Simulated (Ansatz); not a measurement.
# SiH3O (SMILES O[SiH2]): levels of theory compared

We compute a comparison of 6 runs (UHF/STO-3G, UPBE0/STO-3G, RPA@PBE/STO-3G, UBCCD(T)/STO-3G, UCCSD/STO-3G, UCCSD(T)/STO-3G) of SiH3O. 

The calculation is run with Ansatz 0.2.0.

49 further runs of the same task are left out: 49 set aside as unsound or not needed.

### 1 The system as given

SiH3O has 5 atoms, charge 0, and is taken as a doublet. As SMILES, `O[SiH2]`. The H5–Si2 distance was set to 2.172 Å, away from the relaxed value. At this shape a bond of the SMILES string is far longer than usual.

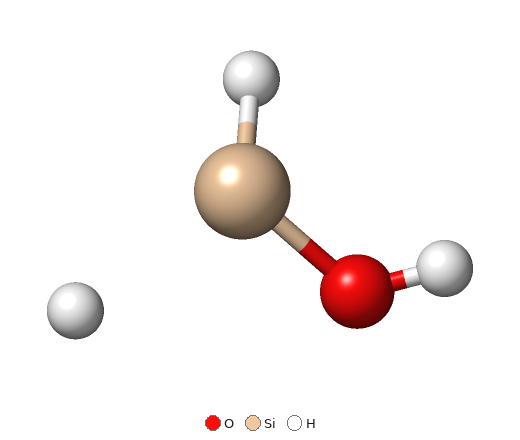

The structure, seen from a chosen angle (oxygen red, silicon light orange, hydrogen white).

### 2 The energy at UHF/STO-3G (run 1)

File input.yaml:

```yaml
crystal:
  periodic: [false, false, false]
  atoms:
    - {symbol: O, position_ang: [0.578330, -1.120816, 0.570766]}
    - {symbol: Si, position_ang: [0.022950, -0.345106, -0.761634]}
    - {symbol: H, position_ang: [0.746710, -2.057716, 0.587106]}
    - {symbol: H, position_ang: [-1.223800, -0.940636, -1.228454]}
    - {symbol: H, position_ang: [-0.040110, 1.716040, -0.078560]}
basis:
  gaussian: {orbitals: STO-3G}
accuracy: high
hamiltonian: {xc: hf}
magnetization: {spin_polarized: true, initial_magnetization: 1}
```

Launch:

```console
$ ansatz run input.yaml --threads 1 --pin off --max-ram 2610MiB --events-out events.jsonl --progress --plain --runs-dir runs
```

Output:

```text
Warning: RAYON_NUM_THREADS=1 ignored (pool sized by the plan → 1); use --threads N
Functional definition: HF
  name "HF"
  exchange = exact_x
  correlation = 0
290 factors; integrals over basis functions are off by at most 3.4e-8 eV
mean field evaluation 1: about -9820.9774 eV, gradient 1.5e1 eV
mean field evaluation 2: about -9821.0255 eV, gradient 1.5e1 eV
mean field evaluation 4: about -9823.4015 eV, gradient 2.5e0 eV
mean field evaluation 8: about -9823.8450 eV, gradient 2.4e-1 eV
mean field evaluation 16: about -9823.8410 eV, gradient 1.2e-8 eV
mean field -9823.84097988 eV, -361.0194971719 hartree, gradient 2.7e-8 eV, S^2 1.013219; 1 other end points of the search recorded, 0 dependent functions left out
reference -9823.84097988 eV, -361.0194971719 hartree; 13, 12 occupied and 4, 5 virtual orbitals, 290 factors
Total energy: -9823.84097988 eV, -361.0194971719 hartree
```

Wall time 0.12 s (1 thread of Arm Neoverse V1, shared host).

### 3 The energy at UPBE0/STO-3G (run 2)

File in.yaml:

```yaml
crystal:
  periodic: [false, false, false]
  atoms:
    - {symbol: O, position_ang: [0.578330, -1.120816, 0.570766]}
    - {symbol: Si, position_ang: [0.022950, -0.345106, -0.761634]}
    - {symbol: H, position_ang: [0.746710, -2.057716, 0.587106]}
    - {symbol: H, position_ang: [-1.223800, -0.940636, -1.228454]}
    - {symbol: H, position_ang: [-0.040110, 1.716040, -0.078560]}
basis:
  gaussian:
    orbitals: STO-3G
magnetization:
  spin_polarized: true
  initial_magnetization: 1
hamiltonian:
  xc: pbe0
accuracy: high
```

Launch:

```console
$ ansatz run in.yaml --threads 1 --pin off --max-ram 2610MiB --events-out events.jsonl --progress --plain --runs-dir runs
```

Output:

```text
Warning: RAYON_NUM_THREADS=1 ignored (pool sized by the plan → 1); use --threads N
Functional definition: PBE0
  name "PBE0"
  parameter a = 0.25
  parameter kappa = 0.804
  parameter beta = 0.06672455060314922
  exchange = (1 - a)*pbe_x(kappa = kappa, mu = beta*pi^2/3) + a*exact_x
  correlation = pbe_c(beta = beta)
290 factors; integrals over basis functions are off by at most 3.4e-8 eV
mean field evaluation 1: about -9840.8612 eV, gradient 1.6e1 eV
mean field evaluation 2: about -9838.0776 eV, gradient 2.5e1 eV
mean field evaluation 4: about -9843.3698 eV, gradient 1.3e0 eV
mean field evaluation 8: about -9843.3767 eV, gradient 1.4e-1 eV
mean field evaluation 16: about -9843.3786 eV, gradient 1.2e-5 eV
mean field -9843.37857764 eV, -361.7374906465 hartree, gradient 6.6e-8 eV, S^2 0.793637; 0 other end points of the search recorded, 0 dependent functions left out
reference -9843.37857906 eV, -361.7374906988 hartree; 13, 12 occupied and 4, 5 virtual orbitals, 290 factors
Total energy: -9843.37857906 eV, -361.7374906988 hartree
```

It took 1.9 s on 1 thread of Arm Neoverse V1, shared host; peak memory 0.12 GiB.

Runs 3 to 5 aren't shown in full; the table further down has their settings and results.

### 4 The energy at UCCSD(T)/STO-3G (run 6)

File run.yaml:

```yaml
crystal:
  periodic: [false, false, false]
  atoms:
    - {symbol: O, position_ang: [0.578330, -1.120816, 0.570766]}
    - {symbol: Si, position_ang: [0.022950, -0.345106, -0.761634]}
    - {symbol: H, position_ang: [0.746710, -2.057716, 0.587106]}
    - {symbol: H, position_ang: [-1.223800, -0.940636, -1.228454]}
    - {symbol: H, position_ang: [-0.040110, 1.716040, -0.078560]}
basis:
  gaussian:
    orbitals: STO-3G
magnetization:
  spin_polarized: true
  initial_magnetization: 1
correlation:
  method: ccsd_t
  frozen_orbitals: {H: 0, O: 1, Si: 5}
accuracy: high
scf:
  omitted_lower_state_checks: [cluster_reference, increment]
```

Launch:

```console
$ ansatz run run.yaml --threads 1 --pin off --max-ram 2610MiB --events-out events.jsonl --progress --plain --runs-dir runs
```

Output, shortened:

```text
Warning: RAYON_NUM_THREADS=1 ignored (pool sized by the plan → 1); use --threads N
[... 2 set-up lines as earlier in the session ...]
[...]
290 factors; integrals over basis functions are off by at most 3.4e-8 eV
[...]
mean field -9823.84097988 eV, -361.0194971719 hartree, gradient 2.7e-8 eV, S^2 1.013219; 1 other end points of the search recorded, 0 dependent functions left out
6 core orbitals not correlated: weight in the atoms' cores, before any rotation towards them, 1.000 or more for the frozen orbitals, at most 0.000 for the correlated occupied ones
reference -9823.84097988 eV, -361.0194971719 hartree; 7, 6 occupied and 4, 5 virtual orbitals, 290 factors
second order -1.71293616 eV of doubles, -0.00000000 eV of singles
cycle   1  -2.06685836 eV  change   -3.5e-1 eV  update   8.2e-2
[...]
cycle  31  -2.74759249 eV  change    1.0e-9 eV  update   1.4e-9
perturbative correction -0.08394097 eV, -0.0030847737 hartree
Total energy: -9826.67251333 eV, -361.1235541070 hartree
Checks for a lower state left out: cluster_reference, increment
```

Wall time 0.26 s (1 thread of Arm Neoverse V1, shared host).

### 5 Overview of the runs

| run | level | frozen core orbitals | energy (Eh) | ⟨S²⟩ | wall time |
| --- | --- | --- | --- | --- | --- |
| 1 | UHF/STO-3G | – | -361.019497 | 1.013 | 0.12 s |
| 2 | UPBE0/STO-3G | – | -361.737491 | 0.794 | 1.9 s |
| 3 | RPA@PBE/STO-3G | 6 | -361.178992 | 0.760 | 2 s |
| 4 | UBCCD(T)/STO-3G | 6 | -361.123662 | 1.013 | 0.32 s |
| 5 | UCCSD/STO-3G | 6 | -361.120469 | 1.013 | 0.48 s |
| 6 | UCCSD(T)/STO-3G | 6 | -361.123554 | 1.013 | 0.26 s |

### 6 What came out

| quantity | value |
| --- | --- |
| run 6: total energy | -361.12355 Eh |
| run 6: correlation energy (6 core orbitals frozen) | -104.1 mEh |
| run 6: (T) correction | -3.08 mEh |
| run 6: ⟨S²⟩ of the reference determinant | 1.013 |
| run 6: T1 diagnostic | 0.054 |

Below the UHF energy at the same shape and in the same basis (STO-3G): UBCCD(T) -104.2 mEh; UCCSD -101.0 mEh; UCCSD(T) -104.1 mEh. In runs 1, 2, 3, 4, 5, 6 the basis is minimal, so the values are rough. Spin contamination of the reference: run 1 ⟨S²⟩ = 1.01, run 4 ⟨S²⟩ = 1.01, run 5 ⟨S²⟩ = 1.01, run 6 ⟨S²⟩ = 1.01. All runs together took 5 s, the longest 2 s.
